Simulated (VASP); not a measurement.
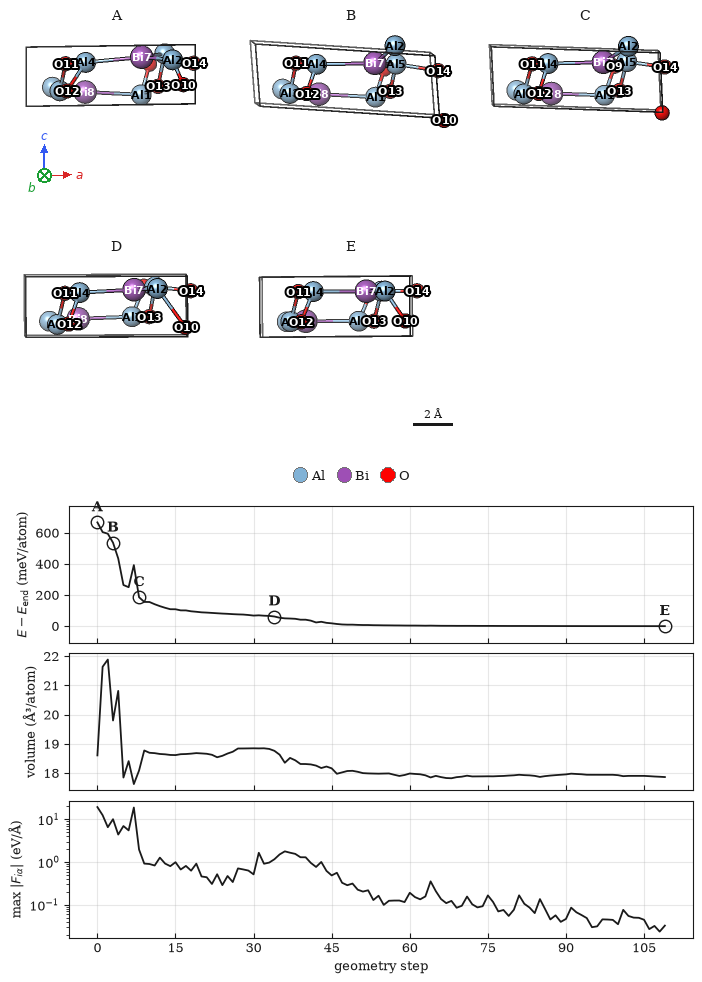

Frames of a relaxation of solid Al3BiO3 (a generated structure, set up in P1), marked on the history of the run. The picture is a ball-and-stick view of the cell of the calculation, seen along the b axis.

The run lets cell and atoms move.

All numbers below come from Kohn-Sham DFT of a periodic cell, PBE, VASP PAW PBE potentials, recommended in VASP.

Input file:
```
ALGO = Fast ; EDIFF = 1E-5
EDIFFG = -0.03 ; ENCUT = 520
GGA = PE ; IBRION = 2
ISIF = 3 ; ISMEAR = 0
ISYM = 0 ; KPAR = 4
LASPH = T ; LCHARG = F
LREAL = Auto ; LWAVE = F
NELM = 80 ; NSW = 110
PREC = Normal ; SIGMA = 0.15
```

Command:
```bash
cat potpaw_PBE.64/Al/POTCAR potpaw_PBE.64/Bi_d/POTCAR potpaw_PBE.64/O/POTCAR > POTCAR
mpirun -np 4 vasp_std > vasp.out
```

Q: What happens along the run?

A: The relaxation stopped without meeting its thresholds, so the last structure isn't shown to be converged. The atom that moves furthest relative to the cell is an Al atom (0.54 Å roughly along [1 3 −3]). By element the largest moves are Al 0.54 Å, O 0.46 Å, Bi 0.43 Å. The drawn cell changes as follows: a 10.074 → 9.358 Å (−7.1 %), b 9.877 → 10.449 Å (+5.8 %), c 3.037 → 3.083 Å (+1.5 %), α 90.2° → 90.1°, β 89.2° → 90.0°, γ 120.4° → 123.9°; the volume changes by −4.0 %. Some distances before and after: Al–O 2.492 → 1.855 Å, Al–O 2.364 → 1.826 Å, Al–O 1.389 → 1.855 Å, Al–O 2.139 → 1.829 Å. New bonds form, among them: Al–O (2.36 → 1.83 Å). Among the angles between lasting bonds that change: Bi–Al–O 140.0° → 104.0°, Al–Bi–Al 111.9° → 144.9°, Al–O–Al 154.0° → 123.5°. The space group stays P1 (No. 1). The energy falls by 667 meV per atom in 109 geometry steps. Largest force component: 19 eV/Å at the start, 0.033 eV/Å at the end. The pressure goes from 9.59 to 0.08 GPa. From step 0 to 3: an O atom moves most (1.62 Å), volume +6.4 %, energy −130 meV per atom. From step 3 to 8: an O atom moves most (0.31 Å), volume −8.6 %, energy −351 meV per atom. From step 8 to 34: an Al atom moves most (0.90 Å), volume +3.7 %, energy −124 meV per atom. From step 34 to 109: an O atom moves most (0.45 Å), volume −4.8 %, energy −62.1 meV per atom.
